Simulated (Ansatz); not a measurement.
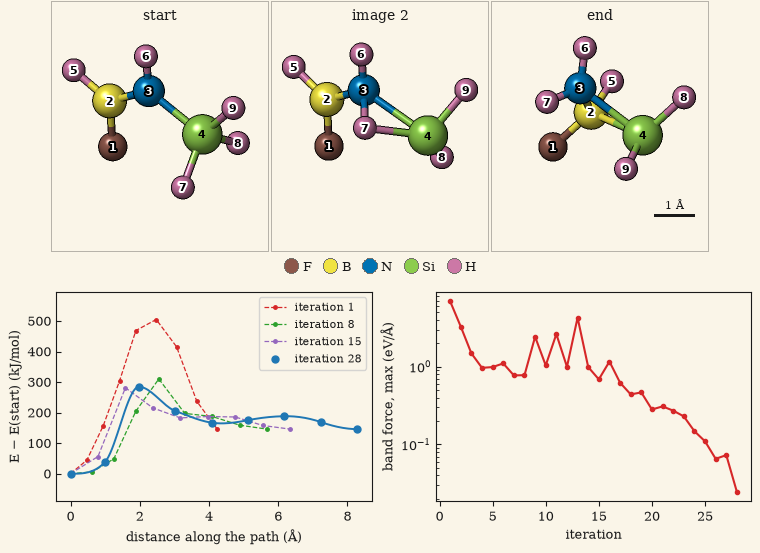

NEB run on BSiNH5F. Images are numbered from 0 (start) to 8 (end). The plot follows the band through its iterations. The picture is a ball-and-stick view, seen at a tilt.

These are results of Ansatz, RKS PBE-D4/6-31G*, not measurements. Settings: 7 movable images; climbing image; force threshold 0.03 eV/Å; iteration limit 60; starting path through a guess of the saddle point.

**Judge this run.**

The run is converged, with reservations. The band converged in 28 iterations. The largest component of the band force went from 6.9 to 0.025 eV/Å. The climbing image converged on the top of the path. Its vibrational analysis gives one imaginary mode (1263i cm⁻¹), as a transition state must have. The first iteration put the highest image at 504.8 kJ/mol. Forward barrier 284.6 kJ/mol, backward barrier 138.6 kJ/mol, with image 2 at the top; the reaction energy is +145.9 kJ/mol.

The run took roughly 5 core-minutes on a shared host.
